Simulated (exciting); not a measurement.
Consider MoS2, space group P6_3/mmc.

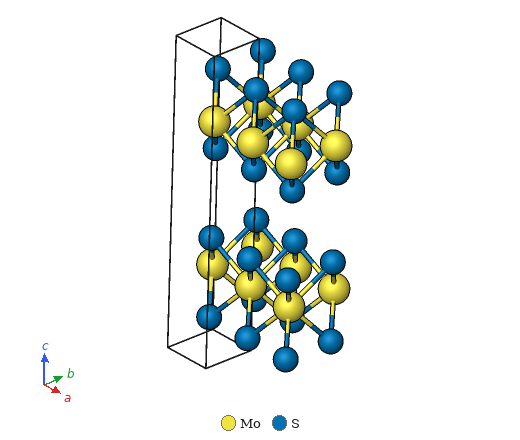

The structure (molybdenum yellow, sulfur blue). 3×2×1 cells are drawn.

```xyz
6
Lattice="3.1690 0.0000 0.0000 -1.5845 2.7444 0.0000 0.0000 0.0000 12.3240" Properties=species:S:1:pos:R:3 pbc="T T T"
Mo    1.5845    0.9148    9.2430
Mo    0.0000    1.8296    3.0810
S     1.5845    0.9148    4.6461
S     0.0000    1.8296   10.8081
S     1.5845    0.9148    1.5159
S     0.0000    1.8296    7.6779
```

Absorber: atom 3, with nearest neighbours 3 Mo at 2.41 Å (site symmetry 3m). Method: exciting, all-electron LAPW+lo, PBE, exchange and screened direct term (singlet BSE), 5×5×1 shifted k points, 47 conduction bands, |G+q| up to 3 bohr⁻¹, full RPA screening with nempty = 78, Lorentzian half width 0.45 eV.

The database entry behind the starting cell differs from later determinations by our own check (about 0.3 % long), so it need not match the best structure at ambient conditions.

Question: What does the S K spectrum look like, and is there a bound core exciton?

Bound core exciton? Undecided on this mesh: the first bright state (over 5 % of the brightest) lies at -0.29 eV from the Kohn–Sham onset and at -0.55 eV from the lowest bare transition of its own mesh. Maxima (height): -0.2 eV (1.00), 7.7 eV (0.24), 10.4 eV (0.27) and 18.7 eV (0.20).

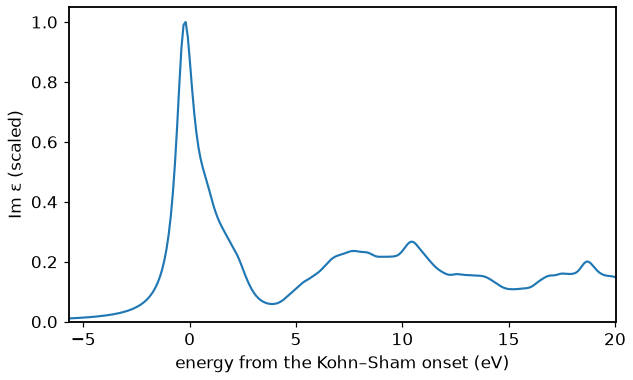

Energy from the Kohn–Sham onset, core level to the lowest empty state found on the meshes used; Im ε in relative units.

With 25 k points the binding energies are rough, and fine structure above the first lines is partly noise of the mesh. The kernel cutoff is low for a compact core orbital, so the effect of exchange is a lower bound. The zero comes from the unshifted 6×6×1 ground-state mesh; it is exact only where the band minimum lies on that mesh. The Kohn–Sham onset, 2401 eV, is no photon energy (tabulated edge of the element: 2472 eV): the scale needs a rigid shift. No quasiparticle correction widens the gap or stretches the bands. Vibrations and energy-dependent lifetimes are left out. The structure is a published determination, not relaxed.

[Banner, clock and machine lines of the logs are left out without a mark of their own.]

[Logs are printed without paths, hosts, clocks, repeated set-up lines and the standing remarks that a program may print on its own settings, such as how far it seeks lower states.]

[Hosts, paths, dates, database ids (printed as entryN), source tags and the programs' standing remarks are cut or masked in the printed files.]
